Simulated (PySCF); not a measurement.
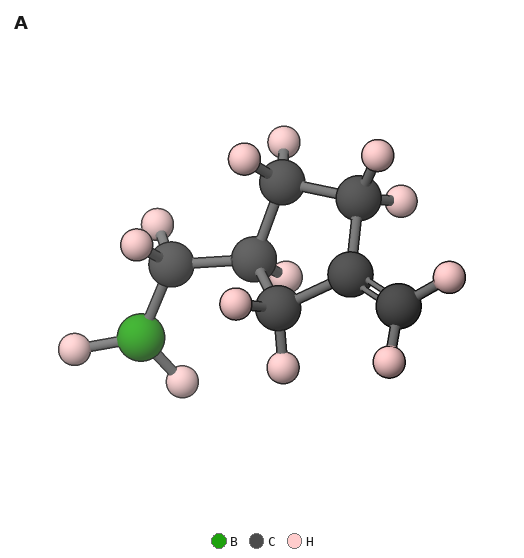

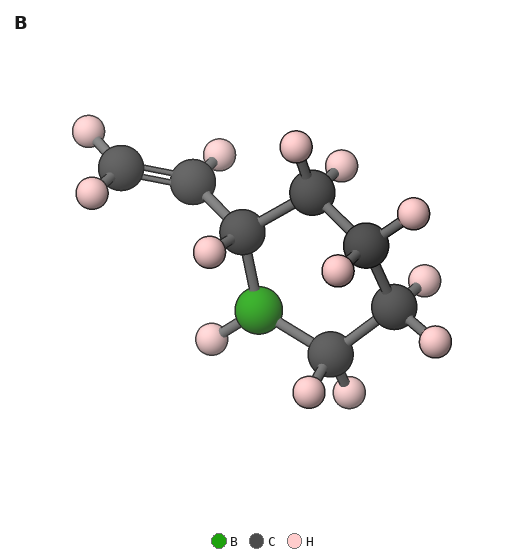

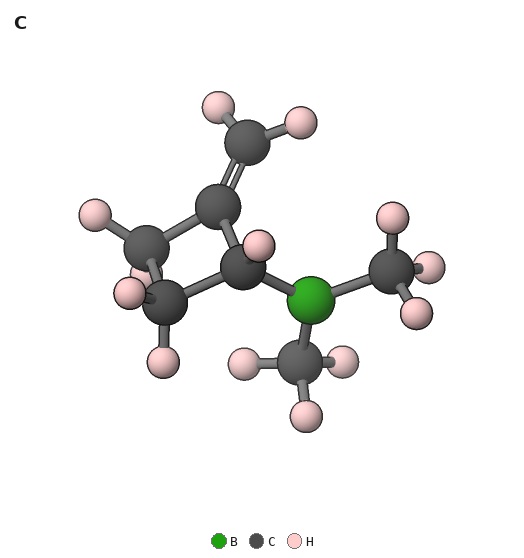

3 stationary structures of one formula. Geometries: PBE0-D3(BJ)/def2-SVP. Electronic energies: PBE0/pcSseg-1 (PySCF 2.14.0), without zero-point energy. No frequency run is at hand to confirm each as a minimum. Each is one conformer, not always the lowest.

How are they related?

They are constitutional isomers of C7H13B: A `BC[C@H]1CCC(=C)C1`, B `C=C[C@H]1BCCCC1`, C `C=C1CC[C@H]1B(C)C`.

Which structure is the most stable?

B is lowest; C lies 6.1 kcal/mol above it, A lies 10.8 kcal/mol above it.
